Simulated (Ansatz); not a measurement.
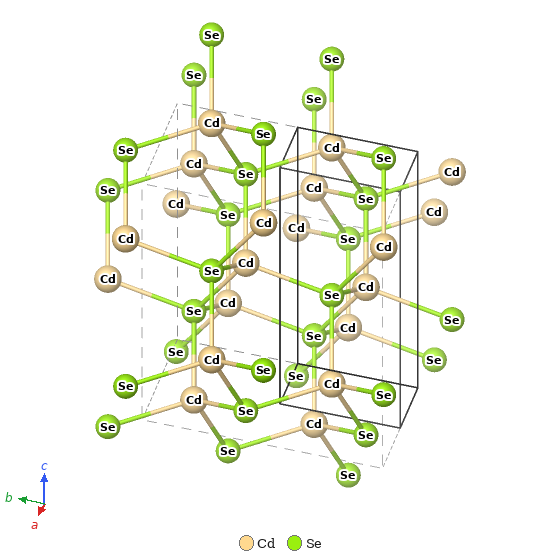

System CdSe (space group P6_3mc, No. 186); source of the atomic positions: the geometry relaxed with DFT LDA, scalar-relativistic, plane waves, PAW in Ansatz.

Bonds are taken as Cd–Se below 2.9 Å. Simplification: prune 0- and 1-connected atoms, fold 2-connected ones into links.

What kind of net remains, and which atoms are its nodes?

A uninodal 4-connected, three-periodic net: Cd and Se are 4-connected nodes.

Does the net have a name?

It is the lon net, known from lonsdaleite, wurtzite and tridymite.

Is the net interpenetrated?

It is a single net, without interpenetration.

Give the first ten terms of the coordination sequence (nodes one, two, three … edges away).

Cd and Se: 4, 12, 25, 44, 67, 96, 130, 170, 214, 264.

The simplified net, drawn on the atoms' positions. Nodes are coloured by element. Edges to nodes outside the piece are drawn as stubs.

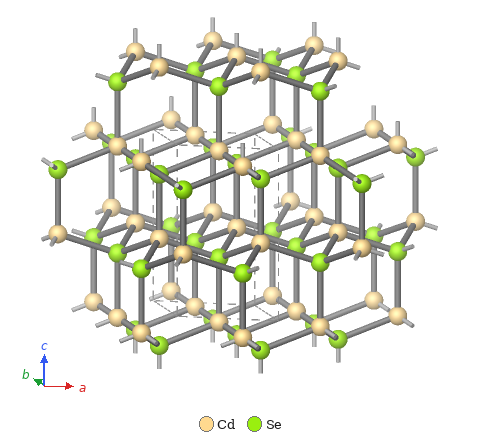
